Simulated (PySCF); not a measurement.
# From one method to the next for AsF2⁺

Starting from one script, swap the method and compare what comes out for AsF2⁺.

Program: PySCF 2.14.0. Level of theory: method and basis as typed in the scripts. These are calculated values, not measurements.

## Step 1: Where the work starts

AsF2⁺: 3 atoms, charge 1, spin multiplicity 1.

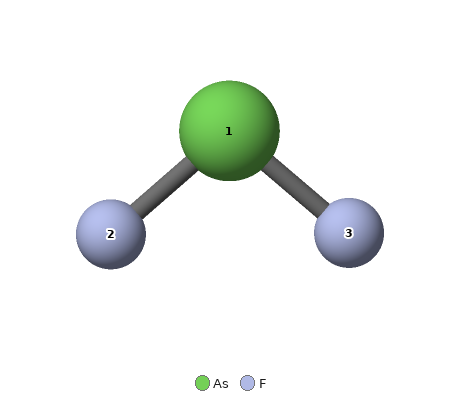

Start geometry, drawn with arsenic green, fluorine light blue; atoms are numbered from 1 in the order of the file.

Geometry (Å):

```xyz
3
AsF2
As    0.0000    0.0000   -0.3631
F     1.2540    0.0000    0.7189
F    -1.2540    0.0000    0.7189
```

## Step 2: The run that the others are compared with

File input.py:

```python
from pyscf import gto, scf
from pyscf.prop.polarizability import rhf as pol

mol = gto.M(
    atom='As 0 0 -0.3631; F 1.254 0 0.7189; F -1.254 0 0.7189',
    basis='6-31g*',
    charge=1,
    spin=0,
    verbose=4,
)
mf = scf.RHF(mol)
mf.kernel()
print('polarizability (a.u.)')
print(pol.Polarizability(mf).polarizability().round(4))
mf.dip_moment()
print('orbital energies (hartree):', mf.mo_energy[..., max(0, mol.nelec[1]-3):mol.nelec[0]+3].round(4))
```

Started as:

```bash
> OMP_NUM_THREADS=1 python input.py
```

## Step 3: Hcth407 (RKS)

Variant 1 changes functional: none (Hartree–Fock) → hcth407; SCF type: RHF → RKS; step after the SCF: polarizability → analyze.

File input.py:

```python
from pyscf import gto, dft

mol = gto.M(
    atom='As 0 0 -0.3631; F 1.254 0 0.7189; F -1.254 0 0.7189',
    basis='6-31g*',
    charge=1,
    spin=0,
    verbose=4,
)
mf = dft.RKS(mol, xc='hcth407')
mf.kernel()
mf.analyze()
print('orbital energies (hartree):', mf.mo_energy[..., max(0, mol.nelec[1]-3):mol.nelec[0]+3].round(4))
```

## Step 4: Tpss (RKS)

Variant 2 changes functional: none (Hartree–Fock) → tpss; SCF type: RHF → RKS; step after the SCF: polarizability → analyze.

File input.py:

```python
from pyscf import gto, dft

mol = gto.M(
    atom='As 0 0 -0.3631; F 1.254 0 0.7189; F -1.254 0 0.7189',
    basis='6-31g*',
    charge=1,
    spin=0,
    verbose=4,
)
mf = dft.RKS(mol, xc='tpss')
mf.kernel()
mf.analyze()
print('orbital energies (hartree):', mf.mo_energy[..., max(0, mol.nelec[1]-3):mol.nelec[0]+3].round(4))
```

Before running it: what results should come out? Wanted: for each run, E(SCF); from base; gap.

The runs gave:

```tsv
run	E(SCF) (hartree)	from base (eV)	cycles	gap (eV)
base	-2432.471017	0	10	13.85
hcth407 (RKS)	-2436.098665	not comparable	9	4.57
tpss (RKS)	-2434.913580	not comparable	9	4.61
```

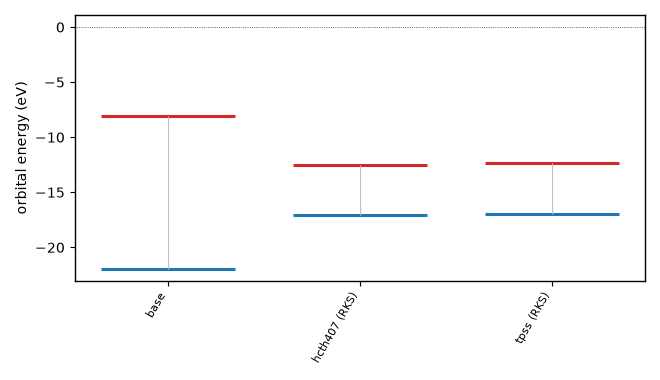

Frontier levels by run: filled blue, empty red.

**Reading.** A lower total energy from another functional means nothing by itself. The dearest run is “tpss (RKS)”, at 7.1 s against 2.3 s.
